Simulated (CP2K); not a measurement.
# C3H5Cl (allyl chloride): GFN2-xTB

What is the energy change on altering one bond length of C3H5Cl (allyl chloride) at GFN2-xTB? 

The results are computed with CP2K 2026.2.

4 further runs of the same task are left out: 1 that didn't finish, 3 set aside as unsound or not needed.

## (1) The structure to begin with

C3H5Cl has 9 atoms, charge 0, and is taken as a singlet. SMILES: `C=CCCl`. The coordinates come from a PBE0-D4/def2-TZVP relaxation. This is one conformer, not always the lowest.

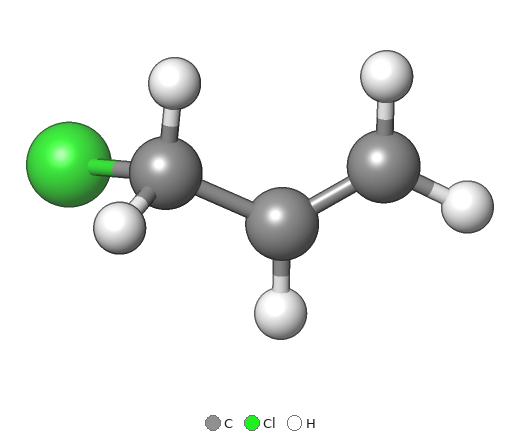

Viewed from a chosen angle; carbon grey, chlorine green, hydrogen white.

## (2) The energy at GFN2-xTB

Contents of molecule.xyz:

```xyz
9

C     -0.295350     1.315190    -0.447700
C      0.370210     0.171280    -0.388240
C      0.080190    -0.891510     0.604460
Cl    -0.392790    -2.419870    -0.209260
H     -0.044240     2.079040    -1.173800
H     -1.115830     1.528620     0.230150
H      1.180420    -0.031190    -1.083310
H     -0.740340    -0.613990     1.264520
H      0.957740    -1.137570     1.203200
```

Contents of calc.inp:

```
&GLOBAL
   PROJECT_NAME calc
   RUN_TYPE ENERGY
   PRINT_LEVEL MEDIUM
&END GLOBAL

&FORCE_EVAL
   METHOD QS
   &DFT
      &QS
         METHOD XTB
         EPS_DEFAULT 1.0E-10
         &XTB
            GFN_TYPE TBLITE
            &TBLITE
               METHOD GFN2
            &END TBLITE
            CHECK_ATOMIC_CHARGES F
         &END XTB
      &END QS
      # no periodic images
      &POISSON
         PERIODIC NONE
         POISSON_SOLVER ANALYTIC
      &END POISSON
      # SCF settings
      &SCF
         SCF_GUESS ATOMIC
         EPS_SCF 1.0E-07
         MAX_SCF 150
         ADDED_MOS 8
         &DIAGONALIZATION
            ALGORITHM STANDARD
         &END DIAGONALIZATION
         &MIXING
            METHOD DIRECT_P_MIXING
            ALPHA 0.4
         &END MIXING
         &SMEAR ON
            METHOD FERMI_DIRAC
            ELECTRONIC_TEMPERATURE [K] 300
         &END SMEAR
      &END SCF
      # extra output
      &PRINT
         &MOMENTS
            PERIODIC F
            REFERENCE COM
            MAX_MOMENT 1
         &END MOMENTS
         &MO ON
            ENERGIES T
            OCCUPATION_NUMBERS T
            NDIGITS 6
            &EACH
               QS_SCF 0
            &END EACH
            ADD_LAST NUMERIC
         &END MO
         &HIRSHFELD OFF
         &END HIRSHFELD
      &END PRINT
   &END DFT
   &SUBSYS
      &CELL
         ABC 18.3 20.5 18.4
         PERIODIC NONE
      &END CELL
      &TOPOLOGY
         COORD_FILE_NAME molecule.xyz
         COORD_FILE_FORMAT XYZ
         &CENTER_COORDINATES
         &END CENTER_COORDINATES
      &END TOPOLOGY
   &END SUBSYS
&END FORCE_EVAL
```

Launch:

```
OMP_NUM_THREADS=1 cp2k.psmp calc.inp > calc.out
```

Output:

```text
CP2K| version string:                                       CP2K version 2026.2
[...]
 GLOBAL| Method name                                                        CP2K
[...]
 GLOBAL| Run type                                                         ENERGY
[...]
                             - Atoms:                                          9
[...]
                             - Spherical basis functions:                     26
[...]
 Number of electrons:                                                         24
[...]
  *** SCF run converged in    15 steps ***
[...]
  Fermi energy:                                                -0.26672131162588
[...]
 TB_DIPOLE| Moment [Debye]          0.58958032       2.02062964       0.81191894
 TB_DIPOLE| Derivative [a.u.]       0.00000000       0.00000000       0.00000000
[...]
 ENERGY| Total FORCE_EVAL ( QS ) energy [hartree]            -13.482594741435946
[...]
```

Wall time 0.22 s (1 thread of Arm Neoverse V2, shared host).

## (3) The distorted shape at the same level

Contents of molecule.xyz:

```xyz
9

C      0.083046     2.537917     0.203297
C      0.748606     1.394007     0.262757
C      0.458586     0.331217     1.255457
Cl    -0.392790    -2.419870    -0.209260
H      0.334156     3.301767    -0.522803
H     -0.737434     2.751347     0.881147
H      1.558816     1.191537    -0.432313
H     -0.361944     0.608737     1.915517
H      1.336136     0.085157     1.854197
```

Contents of run.inp:

```
&GLOBAL
 PROJECT run
 RUN_TYPE ENERGY
 PRINT_LEVEL MEDIUM
&END

&FORCE_EVAL
 METHOD QS
 &DFT
  &QS
   METHOD XTB
   EPS_DEFAULT 1.0E-10
   &XTB
    GFN_TYPE TBLITE
    &TBLITE
     METHOD GFN2
    &END
    CHECK_ATOMIC_CHARGES F
   &END
  &END
  ! cluster boundary conditions
  &POISSON
   PERIODIC NONE
   POISSON_SOLVER ANALYTIC
  &END
  &SCF
   SCF_GUESS ATOMIC
   EPS_SCF 1.0E-07
   MAX_SCF 150
   ADDED_MOS 8
   &DIAGONALIZATION
    ALGORITHM STANDARD
   &END
   &MIXING
    METHOD DIRECT_P_MIXING
    ALPHA 0.4
   &END
   &SMEAR ON
    METHOD FERMI_DIRAC
    ELECTRONIC_TEMPERATURE [K] 300
   &END
  &END
  &PRINT
   &MOMENTS
    PERIODIC F
    REFERENCE COM
    MAX_MOMENT 1
   &END
   &MO ON
    ENERGIES T
    OCCUPATION_NUMBERS T
    NDIGITS 6
    &EACH
     QS_SCF 0
    &END
    ADD_LAST NUMERIC
   &END
   &HIRSHFELD OFF
   &END
  &END
 &END
 &SUBSYS
  ! box in angstrom
  &CELL
   ABC 18.3 21.7 18.4
   PERIODIC NONE
  &END
  &TOPOLOGY
   COORD_FILE_NAME molecule.xyz
   COORD_FILE_FORMAT XYZ
   &CENTER_COORDINATES
   &END
  &END
 &END
&END
```

Launch:

```
OMP_NUM_THREADS=1 cp2k.psmp -i run.inp -o run.out
```

Output:

```text
CP2K| version string:                                       CP2K version 2026.2
[...]
 GLOBAL| Method name                                                        CP2K
[...]
 GLOBAL| Run type                                                         ENERGY
[...]
                             - Atoms:                                          9
[...]
                             - Spherical basis functions:                     26
[...]
 Number of electrons:                                                         24
[...]
  *** SCF run converged in    49 steps ***
[...]
  Fermi energy:                                                -0.38538376609587
[...]
 TB_DIPOLE| Moment [Debye]          1.38708099       5.80980263       1.67210753
 TB_DIPOLE| Derivative [a.u.]       0.00000000       0.00000000       0.00000000
[...]
 ENERGY| Total FORCE_EVAL ( QS ) energy [hartree]            -13.359603207244760
[...]
```

Run time: 0.28 s. Hardware: 1 thread of Arm Neoverse V2, shared host.

## (4) Outcome

Level: GFN2-xTB.

```
                                                          quantity          value
                                         first shape: total energy   -13.48259 Eh
            first shape: dipole moment (from atomic charges alone)         2.26 D
                                          first shape: HOMO energy      -11.19 eV
                                          first shape: LUMO energy       -6.36 eV
                                        first shape: HOMO–LUMO gap        4.82 eV
                                    first shape: dispersion energy  -11.58 kJ/mol
                                     distorted shape: total energy   -13.35960 Eh
        distorted shape: dipole moment (from atomic charges alone)         6.20 D
                                      distorted shape: HOMO energy      -10.60 eV
                                      distorted shape: LUMO energy      -10.39 eV
                                    distorted shape: HOMO–LUMO gap        0.21 eV
                                distorted shape: dispersion energy   -9.72 kJ/mol
energy change with the C3–Cl4 bond stretched from 1.795 to 3.231 Å       3.347 eV
```

What this shows: One bond (distorted shape) is far stretched, which a spin-restricted single reference describes badly. With the C3–Cl4 bond stretched from 1.795 to 3.231 Å the energy rises by 3.35 eV (77 kcal/mol). The first shape isn't relaxed at this level, so the change isn't measured from a minimum. A restricted reference can't describe the breaking bond well at this length. The dipole (first shape) comes from point charges on the atoms alone, without atomic dipoles, so it is partial. The dipole (distorted shape) comes from point charges on the atoms alone, without atomic dipoles, so it is partial.
